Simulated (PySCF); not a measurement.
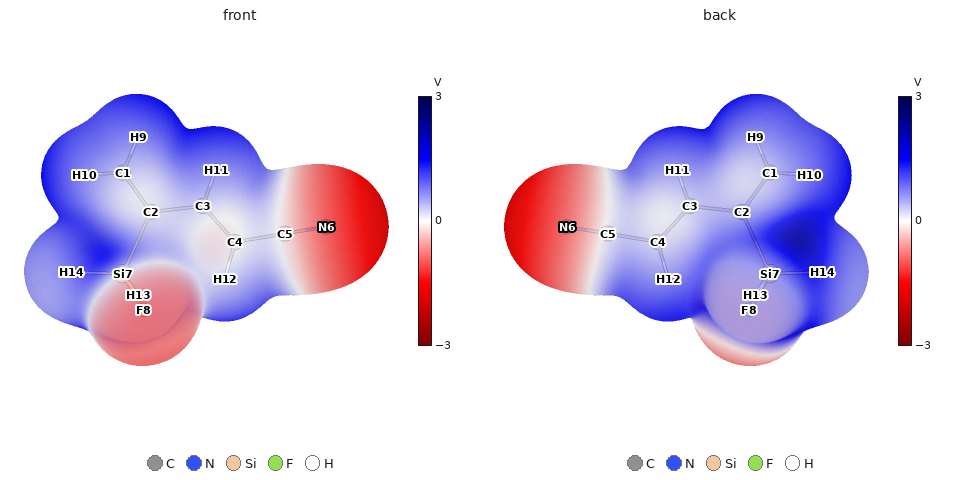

The picture shows: C5H6FNSi (SMILES C=C(/C=C/C#N)[SiH2]F). The electrostatic potential painted on the density surface at 0.002 e/bohr³, seen from the front and from behind; the colour scale runs from red (negative) to blue (positive).

Geometry: GFN2-xTB.

Level of theory: PBE0/pcSseg-1, SCF density, gas phase, non-relativistic (PySCF 2.14.0).

Input

```
{"job": {"kind": "nmr", "xc": "PBE0", "basis": "pcSseg-1"}, "charge": 0, "multiplicity": 1}
C     -1.007944     1.295742    -1.372967
C     -0.545571     0.434202    -0.458431
C      0.883160     0.207931    -0.381954
C      1.486543    -0.621145     0.483013
C      2.880298    -0.786580     0.501930
N      4.019892    -0.924531     0.516975
Si    -1.739089    -0.471492     0.701928
F     -1.251545    -0.216160     2.217639
H     -0.349324     1.822724    -2.047270
H     -2.058455     1.505629    -1.479146
H      1.495627     0.763458    -1.084008
H      0.936430    -1.197975     1.213663
H     -1.680777    -1.917813     0.535804
H     -3.069923     0.105535     0.630657
```

Command:

```sh
OMP_NUM_THREADS=1 python probes_run.py task.json out
```

> Which sites attract a positive test charge, and which a negative one?

A positive charge is drawn to the negative regions and a negative charge to the positive ones. The most negative region (about −1.9 V, or −44 kcal/mol for a unit charge) lies over N6, the most positive (about +2.1 V, or +48 kcal/mol for a unit charge) over Si7. N6 is the likeliest acceptor of a hydrogen bond.

> What dipole moment does the calculation give?

Its dipole moment is 5.36 D.
